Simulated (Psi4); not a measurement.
# One shape, several levels: C2HClF2 (SMILES FC(F)=CCl)

Wanted: a comparison of 3 runs (BHLYP/6-31G*, PBE/6-31G*, SVWN5/6-31G*) of C2HClF2. 

Program for the calculation: Psi4 1.11.

## 1. The molecule

The species is C2HClF2 (6 atoms), meant as a singlet with charge 0. As SMILES, `FC(F)=CCl`. One bond was lengthened or shortened from a relaxed shape.

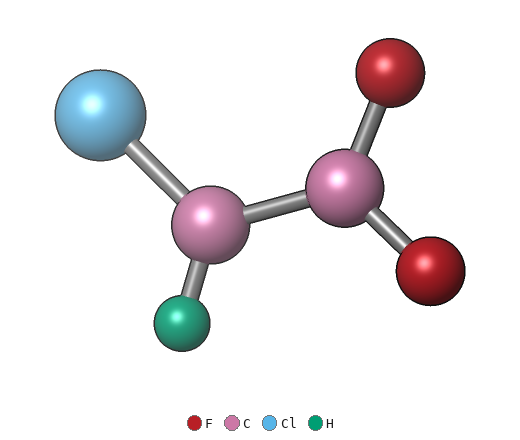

Viewed from a chosen angle; fluorine red, carbon pink, chlorine blue, hydrogen teal.

## 2. A single-point energy at BHLYP/6-31G(d) (spherical functions) (run 1)

Input file input.json:

```json
{
  "schema_name": "qcschema_input",
  "schema_version": 1,
  "molecule": {
    "schema_name": "qcschema_molecule",
    "schema_version": 2,
    "symbols": ["F", "C", "F", "C", "Cl", "H"],
    "geometry": [1.84041183, -1.86838545, 2.62307781, 0.64353489, -1.39939322, 0.50342871, 0.50154087, -3.42219386, -0.90082677, -0.4126406, 1.18442364, -0.1635558, -1.96344434, 1.75069897, -2.93304392, -0.19615357, 2.74388233, 1.13188926],
    "molecular_charge": 0,
    "molecular_multiplicity": 1,
    "fix_symmetry": "c1",
    "fix_com": true,
    "fix_orientation": true
  },
  "driver": "energy",
  "model": {
    "method": "bhhlyp",
    "basis": "6-31G*"
  },
  "keywords": {
    "puream": true,
    "e_convergence": 1e-09,
    "d_convergence": 1e-08,
    "scf_type": "pk",
    "dft_radial_points": 99,
    "dft_spherical_points": 590,
    "scf_properties": ["MAYER_INDICES", "MULLIKEN_CHARGES", "LOWDIN_CHARGES"]
  }
}
```

Command:

```bash
$ psi4 --qcschema input.json -n 1 --memory 2200MB
```

stdout:

```text
[...]
  Running in c1 symmetry.
[...]
  Nuclear repulsion =  206.006429634193523
[...]
  Multiplicity = 1
[...]
  Nalpha       = 24
  Nbeta        = 24
[...]
    Number of basis functions: 76
[...]
   @RKS iter   1:  -736.38924673122210   -3.65838e-01   5.58321e-03 DIIS/ADIIS
[...]
   @RKS iter  13:  -736.47218208845061   -1.93268e-12   2.25090e-09 DIIS
[...]
  @RKS Final Energy:  -736.47218208845061
   => Energetics <=
    Nuclear Repulsion Energy =            206.0064296341935233
    One-Electron Energy =               -1426.0134317179306436
    Two-Electron Energy =                 514.5911759784822834
    DFT Exchange-Correlation Energy =     -31.0563559831959388
    Empirical Dispersion Energy =           0.0000000000000000
    VV10 Nonlocal Energy =                  0.0000000000000000
    Total Energy =                       -736.4721820884506087
[...]
 Multipole Moments:
 ------------------------------------------------------------------------------------
     Multipole            Electronic (a.u.)      Nuclear  (a.u.)        Total (a.u.)
 ------------------------------------------------------------------------------------
 L = 1.  Multiply by 2.5417464519 to convert [e a0] to [Debye]
 Dipole X            :         11.2467714          -11.1117673            0.1350041
 Dipole Y            :         16.5448078          -16.3992665            0.1455414
 Dipole Z            :         31.5395381          -31.1903606            0.3491776
 Magnitude           :                                                    0.4016633
[...]
```

The result, in JSON:

```text
{
 "driver": "energy",
 "model": {
  "method": "bhhlyp",
  "basis": "6-31G*"
 },
 "success": true,
 "return_result": -736.4721820884506,
 "properties": {
  "calcinfo_nbasis": 76,
  "calcinfo_nmo": 76,
  "calcinfo_nalpha": 24,
  "calcinfo_nbeta": 24,
  "calcinfo_natom": 6,
  "nuclear_repulsion_energy": 206.00642963419352,
  "return_energy": -736.4721820884506,
  "scf_one_electron_energy": -1426.0134317179306,
  "scf_two_electron_energy": 514.5911759784823,
  "scf_xc_energy": -31.05635598319594,
  "scf_dipole_moment": [0.13500413920277055, 0.145541388297854, 0.34917755203308687],
  "scf_total_energy": -736.4721820884506,
  "scf_iterations": 13
 }
}
```

Wall time 20 s (1 thread of Intel Xeon at 2.50GHz (Skylake/Cascade Lake), shared host); peak memory 0.88 GiB.

## 3. A single-point energy at PBE/6-31G(d) (spherical functions) (run 2)

input.json, as its differences from that of step 2:

```diff
@@ -16,3 +16,3 @@
   "model": {
-    "method": "bhhlyp",
+    "method": "pbe",
     "basis": "6-31G*"
@@ -20,2 +20,3 @@
   "keywords": {
+    "reference": "rks",
     "puream": true,
@@ -26,3 +27,3 @@
     "dft_spherical_points": 590,
-    "scf_properties": ["MAYER_INDICES", "MULLIKEN_CHARGES", "LOWDIN_CHARGES"]
+    "scf_properties": ["WIBERG_LOWDIN_INDICES", "MULLIKEN_CHARGES", "QUADRUPOLE"]
   }
```

Command:

```bash
$ psi4 --qcschema input.json -n 1 --memory 2200MB
```

stdout:

```text
[...]
  Running in c1 symmetry.
[...]
  Nuclear repulsion =  206.006429634193523
[...]
  Multiplicity = 1
[...]
  Nalpha       = 24
  Nbeta        = 24
[...]
    Number of basis functions: 76
[...]
   @RKS iter   1:  -735.96635991908613   -4.38609e-02   7.42847e-03 DIIS/ADIIS
[...]
   @RKS iter  13:  -736.13568384740256   -2.72848e-12   3.55833e-09 DIIS
[...]
  @RKS Final Energy:  -736.13568384740256
   => Energetics <=
    Nuclear Repulsion Energy =            206.0064296341935233
    One-Electron Energy =               -1426.0816902423980537
    Two-Electron Energy =                 543.7705498667144184
    DFT Exchange-Correlation Energy =     -59.8309731059123564
    Empirical Dispersion Energy =           0.0000000000000000
    VV10 Nonlocal Energy =                  0.0000000000000000
    Total Energy =                       -736.1356838474025608
[...]
 Multipole Moments:
 ------------------------------------------------------------------------------------
     Multipole            Electronic (a.u.)      Nuclear  (a.u.)        Total (a.u.)
 ------------------------------------------------------------------------------------
 L = 1.  Multiply by 2.5417464519 to convert [e a0] to [Debye]
 Dipole X            :         11.2750205          -11.1117673            0.1632532
 Dipole Y            :         16.4333128          -16.3992665            0.0340464
 Dipole Z            :         31.5338651          -31.1903606            0.3435045
 Magnitude           :                                                    0.3818457
 L = 2.  Multiply by 1.3450342976 to convert [e a0^2] to [Debye ang]
 Quadrupole XX       :       -127.1352990          101.8297958          -25.3055032
 Quadrupole XY       :        113.7777327         -113.7045388            0.0731939
[...]
```

The result, in JSON:

```text
{
 "driver": "energy",
 "model": {
  "method": "pbe",
  "basis": "6-31G*"
 },
 "success": true,
 "return_result": -736.1356838474026,
 "properties": {
  "calcinfo_nbasis": 76,
  "calcinfo_nmo": 76,
  "calcinfo_nalpha": 24,
  "calcinfo_nbeta": 24,
  "calcinfo_natom": 6,
  "nuclear_repulsion_energy": 206.00642963419352,
  "return_energy": -736.1356838474026,
  "scf_one_electron_energy": -1426.081690242398,
  "scf_two_electron_energy": 543.7705498667144,
  "scf_xc_energy": -59.830973105912356,
  "scf_dipole_moment": [0.163253198595946, 0.034046384856871725, 0.34350450395512766],
  "scf_total_energy": -736.1356838474026,
  "scf_iterations": 13
 }
}
```

It took 23 s on 1 thread of Intel Xeon at 2.50GHz (Skylake/Cascade Lake), shared host; peak memory 0.88 GiB.

## 4. Energy and forces at SVWN5/6-31G(d) (spherical functions) (run 3)

Input file calc.inp:

```
memory 2200 MB

molecule geom {
  0 1
  F      0.973904    -0.988707     1.388073
  C      0.340544    -0.740527     0.266403
  F      0.265404    -1.810947    -0.476697
  C     -0.218360     0.626770    -0.086550
  Cl    -1.039010     0.926430    -1.552100
  H     -0.103800     1.452000     0.598970
  symmetry c1
}

set {
  basis                6-31G*
  puream               true
  e_convergence        1e-09
  d_convergence        1e-08
  scf_type             pk
  dft_radial_points    99
  dft_spherical_points 590
}

result, w = gradient('scf', dft_functional={"name": "SVWN5", "x_functionals": {"LDA_X": {}}, "c_functionals": {"LDA_C_VWN": {}}}, return_wfn=True)
oeprop(w, 'WIBERG_LOWDIN_INDICES', 'MAYER_INDICES', 'QUADRUPOLE')
print_variables()
```

Command:

```bash
$ psi4 -i calc.inp -o calc.out -n 1
```

calc.out:

```text
[...]
  Running in c1 symmetry.
[...]
  Nuclear repulsion =  206.006429487950044
[...]
  Multiplicity = 1
[...]
  Nalpha       = 24
  Nbeta        = 24
[...]
    Number of basis functions: 76
[...]
   @RKS iter   1:  -732.97657825711087   -5.44869e-03   7.65417e-03 DIIS/ADIIS
[...]
   @RKS iter  13:  -733.15744745730990   -3.41061e-12   5.04045e-09 DIIS
[...]
  @RKS Final Energy:  -733.15744745730990
   => Energetics <=
    Nuclear Repulsion Energy =            206.0064294879500437
    One-Electron Energy =               -1425.8263884419598071
    Two-Electron Energy =                 543.4650152277774851
    DFT Exchange-Correlation Energy =     -56.8025037310776639
    Empirical Dispersion Energy =           0.0000000000000000
    VV10 Nonlocal Energy =                  0.0000000000000000
    Total Energy =                       -733.1574474573098996
[...]
  -Total Gradient:
     Atom            X                  Y                   Z
    ------   -----------------  -----------------  -----------------
       1        0.003316119763    -0.006504246113     0.002985070892
       2        0.041981993940    -0.105248156849     0.025102293651
       3        0.003304800682    -0.006406981632     0.003017770705
       4       -0.043384119322     0.118154454974    -0.020731117320
       5       -0.002530186528     0.004423909974    -0.002577673201
       6       -0.002701965127    -0.004408345623    -0.007817001107
[...]
```

It took 23 s on 1 thread of Intel Xeon at 2.50GHz (Skylake/Cascade Lake), shared host; peak memory 0.44 GiB.

## 5. Overview of the runs

| run | level | task | energy (Eh) | dipole moment (D) | HOMO energy (eV) | LUMO energy (eV) | wall time |
| --- | --- | --- | --- | --- | --- | --- | --- |
| 1 | BHLYP/6-31G* (spherical functions) | energy | -736.472182 | 1.02 | -7.66 | 0.59 | 20 s |
| 2 | PBE/6-31G* (spherical functions) | energy | -736.135684 | 0.97 | -5.27 | -1.30 | 23 s |
| 3 | SVWN5/6-31G* (spherical functions) | gradient | -733.157447 | 0.95 | -5.44 | -1.52 | 23 s |

## 6. What came out

| quantity | value |
| --- | --- |
| run 3: total energy | -733.15745 Eh |
| run 3: dipole moment | 0.95 D |
| run 3: HOMO energy | -5.44 eV |
| run 3: LUMO energy | -1.52 eV |
| run 3: HOMO–LUMO gap | 3.92 eV |
| run 3: largest force on an atom | 6.560 eV/Å |

In words: The dipole moment (its size) runs from 0.95 D (SVWN5/6-31G*) to 1.02 D (BHLYP/6-31G*). The HOMO–LUMO gap runs from 3.92 eV (SVWN5/6-31G*) to 8.25 eV (BHLYP/6-31G*). Totals of different functionals can't be ranked against each other. All runs together took 66 s, the longest 23 s.
